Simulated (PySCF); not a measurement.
C2H9NO2Sn, SMILES C[CH2][Sn]([NH2])([OH])[OH] at its GFN2-xTB optimised geometry (Å):

```
15

C     -1.1573    -1.6609     2.9978
C     -1.5168    -2.1942     1.6306
Sn    -0.6135    -1.0384     0.0000
N      1.4372    -1.0384     0.0000
O     -1.1471    -1.6165    -1.8221
O     -1.2573     0.8331     0.0000
H     -0.0875    -1.7263     3.1765
H     -1.4626    -0.6237     3.1073
H     -1.6675    -2.2502     3.7595
H     -1.1772    -3.2196     1.5044
H     -2.5911    -2.1542     1.4600
H      1.7868    -0.6129    -0.8532
H      1.7989    -0.4674     0.7561
H     -0.6919    -2.3885    -2.1527
H     -1.7989     1.0384    -0.7611
```

Level of theory: CAM-B3LYP/def2-TZVP, def2 effective core potentials past Kr in PySCF. The core electrons that the potentials of Sn replace are not part of the density. Cells within 0.4 Å of a nucleus heavier than hydrogen are left out (blank, or x).

Map of the electrostatic potential (hartree/e), clipped to [-0.08, 0.12] on the plane z = 0.0 Å:

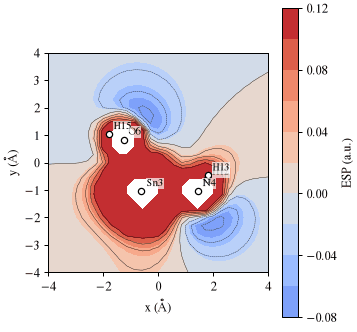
Figure: Electrostatic potential (hartree/e), clipped to [-0.08, 0.12] on the plane z = 0.0 Å.
